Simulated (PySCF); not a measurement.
# [BiF2]+: forces at shaken geometries

How stiff is [BiF2]+? Its atoms are displaced at random by several amounts. The species was built from a template and needn't be a known compound.

Computed with PySCF 2.14.0. Level: PBE0, Bi def2-SVP with ECP60, F def2-SVP; scalar-relativistic core potentials, no spin–orbit coupling.

2 further runs of the same task are left out: 2 for a known fault of the program.

### Step 1. The starting structure

3 atoms, charge 1, spin multiplicity 1.

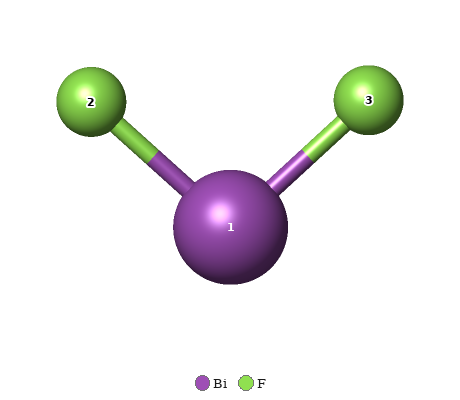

The geometry (bismuth purple, fluorine green); atoms are numbered from 1 in the order of the file.

Geometry (Å):

```
Bi    0.00000    0.00000   -0.47557
F     1.46017    0.00000    0.85394
F    -1.46017    0.00000    0.85394
```

Formal oxidation states: Bi +3. An earlier session relaxed this geometry at PBE0, Bi def2-SVP with ECP60, F def2-SVP (singlet, point group C2v).

Its energy there is -413.678060 Eh.

### Step 2. Atoms moved at random, σ = 0.15 Å

run.py (the lines that set the calculation) reads:

```python
mol = gto.M(atom='''
Bi    -0.32732     0.17982    -0.29550
F      1.56250    -0.33481     0.54549
F     -1.23518     0.15499     0.98232''',
    basis={'Bi': 'def2-SVP', 'F': 'def2-SVP'},
    ecp={'Bi': 'def2-SVP'},
    charge=1, spin=0)
mf = dft.RKS(mol, xc='PBE0')
mf.grids.atom_grid = (50, 194)
mf = mf.density_fit()  # fitting sets: Bi def2-universal-JKFIT, F def2-universal-JKFIT
mf.conv_tol = 1e-08; mf.max_cycle = 55
mf.kernel(dm0)  # dm0: the density of the relaxed state
```

Started as:

```bash
$ OMP_NUM_THREADS=2 python run.py
```

### Step 3. Atoms moved at random, σ = 0.03 Å

run.py (the lines that set the calculation), as its differences from that of step 2:

```diff
@@ -1,5 +1,5 @@
 mol = gto.M(atom='''
-Bi    -0.32732     0.17982    -0.29550
-F      1.56250    -0.33481     0.54549
-F     -1.23518     0.15499     0.98232''',
+Bi     0.02862     0.02970    -0.45404
+F      1.41656    -0.04844     0.85720
+F     -1.44518     0.01874     0.82915''',
     basis={'Bi': 'def2-SVP', 'F': 'def2-SVP'},
```

### Step 4. Atoms moved at random, σ = 0.06 Å

run.py (the lines that set the calculation), as its differences from that of step 3:

```diff
@@ -1,5 +1,5 @@
 mol = gto.M(atom='''
-Bi     0.02862     0.02970    -0.45404
-F      1.41656    -0.04844     0.85720
-F     -1.44518     0.01874     0.82915''',
+Bi    -0.07490     0.08864    -0.46434
+F      1.46362    -0.06448     0.79280
+F     -1.38872    -0.02416     0.90384''',
     basis={'Bi': 'def2-SVP', 'F': 'def2-SVP'},
```

What does the calculation give? Wanted: for each run, σ; energy rise; harmonic estimate −½ F·u; largest force component.

The runs gave:

| σ (Å) | energy rise (eV) | harmonic estimate −½ F·u (eV) | largest force component (eV/Å) |
| --- | --- | --- | --- |
| 0.15 | 5.110 | 6.403 | 27.13 |
| 0.03 | 0.075 | 0.074 | 1.92 |
| 0.06 | 0.106 | 0.095 | 2.13 |

Every displacement raises the energy. For a harmonic well the rise equals −½ F·u; the two differ by at most 25 % here (a move with σ = 0.15 Å), from anharmonicity, the grid and the small forces left at the relaxed point. These are double-zeta-type bases without diffuse functions. Spin–orbit coupling is left out.
